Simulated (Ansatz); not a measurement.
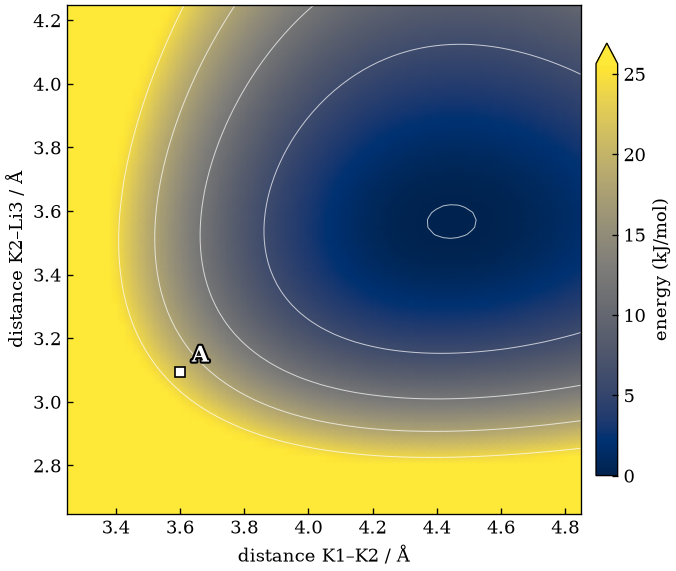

The system K⁺ + KLi. 
- First axis: distance K1–K2. Second axis: distance K2–Li3.
- Nothing is relaxed (the angle K1–K2–Li3 is fixed at 180 degrees).
- The grid has 17 × 17 points.
- Energies are in kJ/mol, from the lowest grid point.
- The restricted reference is unstable at some or all points, so the energies there are unreliable.
- These are results of RHF-MP2, frozen core/def2-TZVPD (Ansatz), not measurements.

In the figure: a smooth colour map with a few white contour lines, one colour for all values above the top of the scale, the point A. Between grid points the surface is interpolated.

**Is A at rest? If not, where is it pushed?**

A, at distance K1–K2 = 3.601 Å, distance K2–Li3 = 3.095 Å, is not a stationary point. The computed force is 40 kJ/mol for each Å towards larger values of distance K1–K2 and 37 kJ/mol for each Å towards larger values of distance K2–Li3.
